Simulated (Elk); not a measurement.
# E(q) of MnAu, part 2 of 2

Wanted: E(q) for MnAu and its minimum.

Elk 11.2.3 (patched build); LDA (Perdew-Wang); all-electron APW+lo, Dirac cores, scalar-relativistic bands.

So far. Step 2 (Reference state): After 24 cycles the largest moment stands at 3.77 μB.

### Step 3. One pass at q = (0, 0.25, 0)

One diagonalisation in the potential of q = 0; by the force theorem the spiral's energy is the band energy with the smearing's entropy term, less that of a like pass at q = 0. The total energy that such a pass prints is not self-consistent and is not used.

The input, elk.in:

```
tasks
  1

xctype
  3

rgkmax
  7.0

nempty
  14

swidth
  0.005

reducebf
  0.5

epsengy
  1e-06

maxscl
  1

lmaxi
  2

spinsprl
  .true.

spinpol
  .true.

vqlss
  0.000000 0.250000 0.000000

sppath
  './'

avec
  6.06178422636 0.00000000000 0.00000000000
  0.00000000000 6.06178422636 0.00000000000
  0.00000000000 0.00000000000 6.06178422636

atoms
  2
  'Mn.in'
  1
  0.5000000000 0.5000000000 0.5000000000   -0.000105 0.000000 0.000000
  'Au.in'
  1
  0.0000000000 0.0000000000 0.0000000000   0.000000 0.000000 0.000000

ngridk
  8 8 8
```

The run is started by

```bash
> OMP_NUM_THREADS=2 elk
```

Numbers of over 12 decimals in the logs are rounded to 6 here.

Output:

```text
┌─────────────────────────┐
│ Elk code version 11.2.3 │
└─────────────────────────┘

All units are atomic (Hartree, Bohr, etc.)

┌──────────────────────────────────────────┐
│ Ground-state run resuming from STATE.OUT │
└──────────────────────────────────────────┘

Lattice vectors :
   6.061784226       0.000000000       0.000000000
   0.000000000       6.061784226       0.000000000
   0.000000000       0.000000000       6.061784226

Species : 1 (Mn)
 muffin-tin radius :    2.399842676
 atomic positions (lattice), magnetic fields (Cartesian) :
  1 :   0.00000000  0.00000000  0.00000000    0.00000000  0.00000000  0.00000000

Species : 2 (Au)
 muffin-tin radius :    2.799816456
 atomic positions (lattice), magnetic fields (Cartesian) :
  1 :   0.50000000  0.50000000  0.50000000    0.00000000  0.00000000  0.00000000

Total number of atoms per unit cell :    2
Total muffin-tin volume :    149.8286900
 ratio of muffin-tin to unit cell volume :   0.6726568398

Spin treatment :
 spin-polarised
 global magnetic field (Cartesian) :    0.000000000       0.000000000       0.000000000
 non-collinear magnetisation
 spin-spiral state assumed
  q-vector (lattice)   :    0.000000000      0.2500000000       0.000000000
  q-vector (Cartesian) :    0.000000000      0.2591310195       0.000000000
  q-vector length      :   0.2591310195

Number of Bravais lattice symmetries :    8
Number of crystal symmetries         :    8
Crystal has no inversion symmetry
Complex Hermitian eigensolver will be used

k-point grid :      8     8     8
k-point offset :    0.000000000       0.000000000       0.000000000
k-point set is reduced with full crystal symmetry group
Total number of k-points :      120

Muffin-tin radius times maximum |G+k| :    7.000000000
 using average radius
Maximum |G+k| for APW functions       :    2.692484189
Maximum (1/2)|G+k|²                   :    3.624735553
Maximum |G| for potential and density :    12.00000000
Constant for pseudocharge density :    8
 order of it for each species :   15  15
 order of it for pair densities of each species (exact exchange by exxq0 0: 15) :    8  11
Radial integration step length :    1

G-vector grid sizes :     24    24    24
Number of G-vectors :     6619

Maximum angular momentum used for
 APW functions            :    8
 outer part of muffin-tin :    6

Number of empty states         :     28
Total number of valence states :    104
Total number of core states    :     58

Third-order local-orbitals added for an l without core states : T
Total number of local-orbitals :     61

Exchange-correlation functional :      3     0     0
 Perdew-Wang/Ceperley-Alder, Phys. Rev. B 45, 13244 (1992)
 gradient requirement :    0
 local density approximation (LDA)

Smearing type :    3
 Fermi-Dirac
Smearing width :   0.5000000000E-02
Effective electronic temperature (K) :    1578.875124

Mixing type :    3
 Broyden mixing, J. Phys. A: Math. Gen. 17, L317 (1984)

Potential read in from STATE.OUT

┌──────────────────────────────┐
│ Self-consistent loop started │
└──────────────────────────────┘

┌─────────────────┐
│ Loop number : 1 │
└─────────────────┘

Reached self-consistent loops maximum

Energies :
 Fermi                       :     0.262352
 sum of occupied eigenvalues :     -12386.782129061
 electron kinetic            :      23039.562786206
 core electron kinetic       :      22034.930182561
 Coulomb                     :     -42828.423454861
 Coulomb potential           :     -34888.948625580
 nuclear-nuclear             :     -1868.1406929685
 electron-nuclear            :     -47078.681167519
 Hartree                     :      6118.3984056265
 Madelung                    :     -25383.949142072
 xc potential                :     -537.14727929282
 xc effective B-field        :    -0.250178
 external B-field            :      0.000000
 exchange                    :     -394.67366667242
 correlation                 :     -10.374291195215
 electron entropic           :    -0.31669564502041E-02
 total energy                :     -20193.911793479
 (external B-field energy excluded from total)

Density of states at Fermi energy :    38.06272935
 (states/Hartree/unit cell)

Estimated indirect band gap :   0.1810855813E-03
 from k-point 43 to k-point 60
Estimated direct band gap   :   0.3500768733E-02
 at k-point 101

Charges :
 core                        :    58.00000000
 valence                     :    46.00000000
 interstitial                :    1.936216300
 muffin-tins (core leakage)
  species : 1 (Mn)
   atom 1                    :    23.63162790     ( -0.3595670538E-05)
  species : 2 (Au)
   atom 1                    :    78.43215580     (  0.9257934792E-04)
 total in muffin-tins        :    102.0637837
 total calculated charge     :    103.9994919
 total charge                :    104.0000000
 error                       :   0.5080686619E-03

Moments :
 interstitial                :   0.1132821113     -0.1675098374E-04 -0.3371427027E-06
 muffin-tins
  species : 1 (Mn)
   atom 1                    :    3.789696695     -0.4754340177E-03 -0.2300281183E-05
  species : 2 (Au)
   atom 1                    :   0.5987186573E-01  0.1547767261E-03 -0.6952639914E-05
 total in muffin-tins        :    3.849568561     -0.3206572917E-03 -0.9252921097E-05
 total moment                :    3.962850672     -0.3374082754E-03 -0.9590063800E-05

┌──────────────────────────────┐
│ Self-consistent loop stopped │
└──────────────────────────────┘
```

Wall time 21 s (2 threads of Intel Xeon Platinum 8559C (Emerald Rapids), shared host); peak memory 0.17 GiB; 43 s of CPU time.

Read from the output:

* magnetization: 3.963, 0, 0 μB
* final state: spiral
* largest moment: 3.790 μB

Moments of a spiral are printed for the first cell, in the frame that turns with it; over the crystal the turning parts cancel.

By that sum this spiral lies -34.3 meV a seeded atom from q = 0.

### Step 4. One pass at q = (0, 0.5, 0)

elk.in, as its differences from that of step 3:

```diff
@@ -34,3 +34,3 @@
 vqlss
-  0.000000 0.250000 0.000000
+  0.000000 0.500000 0.000000
```

The run is started by

```bash
> OMP_NUM_THREADS=2 elk
```

Output:

```text
┌─────────────────────────┐
│ Elk code version 11.2.3 │
└─────────────────────────┘

All units are atomic (Hartree, Bohr, etc.)

┌──────────────────────────────────────────┐
│ Ground-state run resuming from STATE.OUT │
└──────────────────────────────────────────┘

Lattice vectors :
   6.061784226       0.000000000       0.000000000
   0.000000000       6.061784226       0.000000000
   0.000000000       0.000000000       6.061784226

Species : 1 (Mn)
 muffin-tin radius :    2.399842676
[...]
error                       :   0.4841507796E-03

Moments :
 interstitial                :   0.9607784953E-01 -0.1426298276E-04 -0.1331704140E-05
 muffin-tins
  species : 1 (Mn)
   atom 1                    :    3.797481808     -0.4204842336E-03 -0.6217365529E-05
  species : 2 (Au)
   atom 1                    :   0.9174616149E-02  0.2328259883E-03  0.1053748564E-05
 total in muffin-tins        :    3.806656424     -0.1876582453E-03 -0.5163616964E-05
 total moment                :    3.902734274     -0.2019212281E-03 -0.6495321104E-05

┌──────────────────────────────┐
│ Self-consistent loop stopped │
└──────────────────────────────┘

[key lines of the parts left out:]
total energy                :     -20193.912450921
```

Elapsed: 22 s, on 2 threads; peak memory 0.21 GiB; 43 s of CPU time.

This step gave:

* magnetization: 3.903, 0, 0 μB
* final state: spiral
* largest moment: 3.797 μB

By that sum this spiral lies -77.8 meV a seeded atom from q = 0.

### Step 5. E(q)

Wavevectors, in fractions of the reciprocal vectors: (0, 0, 0); (0, 0.25, 0); (0, 0.5, 0); (0.25, 0.5, 0); (0.5, 0.5, 0); (0.25, 0.25, 0); (0, 0, 0); (0.25, 0.25, 0.25); (0.5, 0.5, 0.5). The path runs through Γ, X, M, Γ, R.

Energy less that at q = 0, frozen potential against path:

| path (Å⁻¹) | energy less that at q = 0, frozen potential (meV a seeded atom) |
| --- | --- |
| 0.00 | 0 |
| 0.49 | -34.3 |
| 0.98 | -77.8 |
| 1.47 | -9.94 |
| 1.96 | 81.6 |
| 2.65 | -21.8 |
| 3.34 | 0 |
| 4.19 | -28.5 |
| 5.04 | -70.6 |

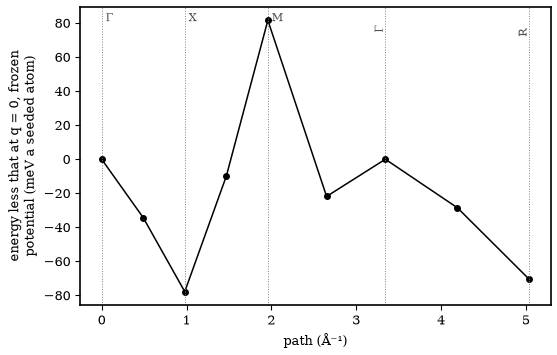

Energy less that at q = 0, frozen potential, plotted against path.

### Step 6. What came out

| Item | Value |
| --- | --- |
| lowest point | (0, 0.5, 0), -77.8 meV a seeded atom (frozen potential) |
| highest point | (0.5, 0.5, 0), 81.6 meV a seeded atom |

A spiral at (0, 0.5, 0) lies 78 meV under the state at q = 0, so that state is unstable. There the moments alternate from cell to cell along b of this cell, a collinear order. The force theorem is exact for small turns only; a flat spiral at large q turns neighbours far. The mesh is the same for all points and was not tested: differences of a few meV, and of some ten in a metal, can be noise.

[Logs and program files are shortened in this print: banners, set-up blocks, solver, clock and traceback lines can be left out without a mark of their own.]

[Logs are printed without paths, hosts, clocks, repeated set-up lines and the standing remarks that a program may print on its own settings, such as how far it seeks lower states.]

[Hosts, paths, dates, database ids (printed as entryN), source tags and the programs' standing remarks are cut or masked in the printed files.]

[Where a cell is said to come from a database of computed structures, the database is the Materials Project.]
